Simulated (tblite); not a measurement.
**Geometry relaxation, with input and output: C5H15AlO2 (part 3 of 3)**

Continued. System: C5H15AlO2. Method: GFN2-xTB geometry optimisation, gas phase (tblite 0.8.0). It belongs to a series of runs on one base structure; here: H on C replaced by OiPr.

Geometry of the input (Å):
```
C  -2.7637  -0.8585  -0.4458
C  -1.5140  -0.2986  0.2189
C  -2.0271  0.7862  1.1412
O  -0.7231  0.3040  -0.7394
C  0.5466  -0.1966  -0.8528
O  1.3492  -0.1203  0.2485
C  1.5878  1.1520  0.7349
Al 3.0056  -0.7812  -0.2542
H  -3.0892  -0.1111  -1.2080
H  -3.5389  -0.8879  0.3426
H  -2.6169  -1.8720  -0.8608
H  -0.9908  -1.1215  0.7752
H  -1.4621  0.8567  2.0917
H  -3.1078  0.6252  1.3035
H  -1.8695  1.7550  0.5872
H  0.5763  -1.2429  -1.2384
H  1.0664  0.4115  -1.6569
H  0.7079  1.7085  1.0528
H  2.2557  1.0851  1.6492
H  2.1157  1.7613  -0.0469
H  3.8619  0.3528  -0.9526
H  2.7939  -1.9617  -1.3225
H  3.8313  -1.3191  0.9888
```

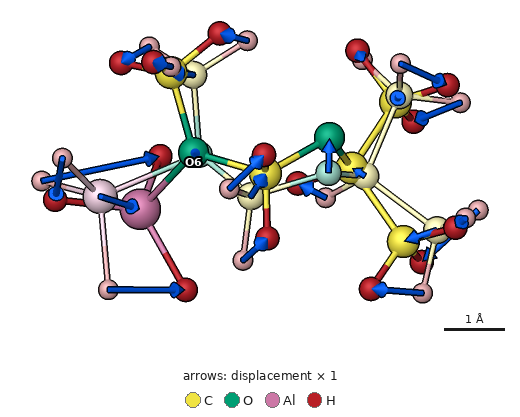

Fig. 1: Start (faint) and end (solid) with the displacements as blue arrows, at true length (ball-and-stick view, seen at a tilt). The two geometries are laid on each other by the best rigid fit. After 158 geometry steps the energy has fallen by 151.1 kJ/mol. The largest force component goes from 2.9 to 0.008 eV/Å. The largest move after the best rigid fit is that of H23, 2.24 Å. Largest moves by element: H 2.24 Å, Al 1.12 Å, O 0.81 Å, C 0.79 Å. Among the contacts that change: C2–O4 1.381 → 1.441 Å, C5–O6 1.365 → 1.416 Å, C3–H15 1.127 → 1.087 Å, C5–H17 1.134 → 1.098 Å. Among the angles that change: C5–O6–Al8 106.7° → 127.0°, O6–Al8–H21 110.3° → 96.0°, O6–Al8–H22 109.0° → 97.3°. (Atoms are counted from 1 in the order of the input.)
